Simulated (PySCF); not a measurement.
Consider BBr.

```yaml
atoms:
  - { symbol: B, position_ang: [0.0000, 0.0000, -1.6656] }
  - { symbol: Br, position_ang: [0.0000, 0.0000, 0.2324] }
```

Computed with PBE0/cc-pVTZ(-PP), non-relativistic Hamiltonian with scalar-relativistic core potentials where named, at a bond length of 1.898 Å (PySCF 2.14.0).

### What can the converged electron density and electron localisation function tell about the bonding?

B–Br (1.90 Å): the density is about 1.1 e/Å³ at the midpoint; the ELF peaks at about 0.90 between the atoms, as expected for a polar covalent bond.

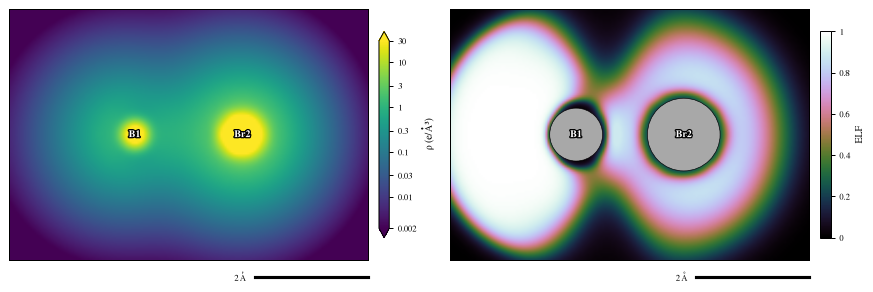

Computed electron density and electron localisation function on a plane that holds the molecular axis, in this order. Grey discs cover the atomic cores in the ELF map. 
